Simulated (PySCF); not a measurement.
# C3H6BF3Si: what the fields show

```xyz
14

F     3.1377    0.2554   -0.1806
B     1.9599   -0.2283   -0.5461
F     1.9297   -0.6394   -1.8060
C     0.7139   -0.2054    0.3649
C    -0.4989   -1.0934   -0.0120
C    -1.6429   -0.0553    0.0703
Si   -0.3876    1.3693    0.1839
F    -0.4336    2.2597    1.5324
H     0.9850   -0.3198    1.4151
H    -0.3917   -1.4758   -1.0252
H    -0.6279   -1.9372    0.6624
H    -2.3224   -0.0853   -0.7771
H    -2.2450   -0.1811    0.9694
H    -0.1769    2.3361   -0.8736
```

Geometry: GFN2-xTB.

Theory: PBE0/pcSseg-1, SCF density, gas phase, non-relativistic in PySCF.

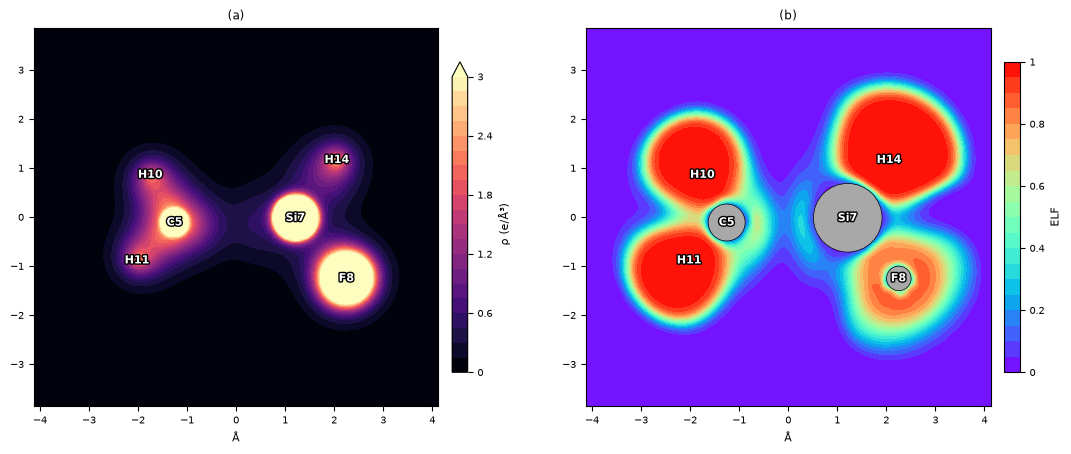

Figure 1. (a) total electron density; (b) electron localisation function on the plane of atoms F8, Si7 and H14. Grey discs cover the atomic cores in the ELF map.

> Describe what can be read from this map.

The plane passes through C, Si, F and H nuclei.
Si–F (1.62 Å): the density is about 1 e/Å³ at the midpoint; the ELF peaks at about 0.85 in the valence shell of F, 0.5 Å from its nucleus, and is about 0.50 at the midpoint.
C–H (1.09 Å): ρ is about 2 e/Å³ halfway; the ELF climbs to about 1 towards the hydrogen, as it does in any bond to H; a covalent bond by its length.
Si–H (1.45 Å): ρ at the midpoint is about 0.85 e/Å³; the ELF climbs to about 1 towards the hydrogen.
The ELF also peaks beside F8, away from the bonds: lone-pair regions.

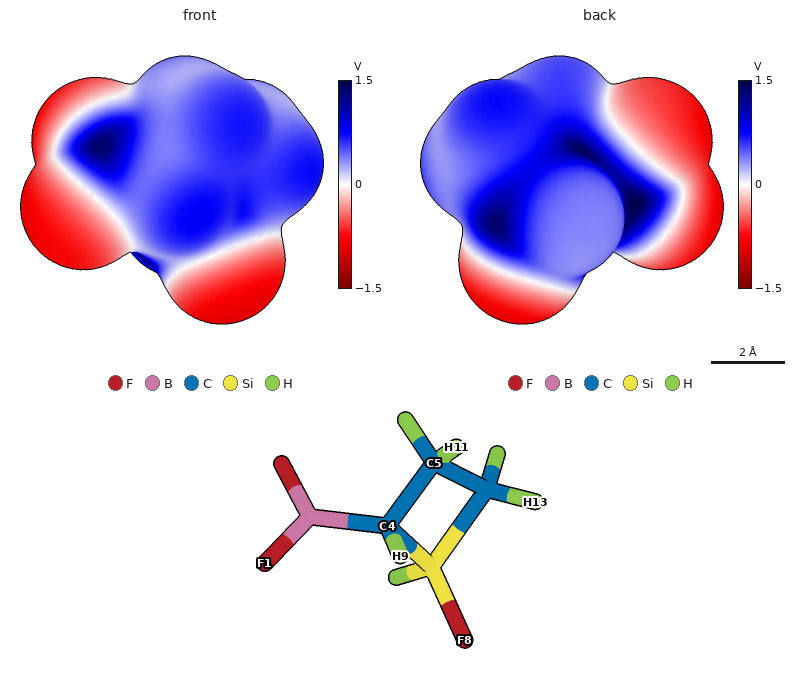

Figure 2. The electrostatic potential painted on the density surface at 0.001 e/bohr³, seen from the front and from behind; red is negative and blue positive. The bare structure is drawn below in the same view.

> Which sites attract a positive test charge, and which a negative one?

A positive charge is drawn to the negative regions and a negative charge to the positive ones. The most negative region (about −0.8 V) lies over F1 and F8, the most positive (about +1.4 V) over B2 and Si7.
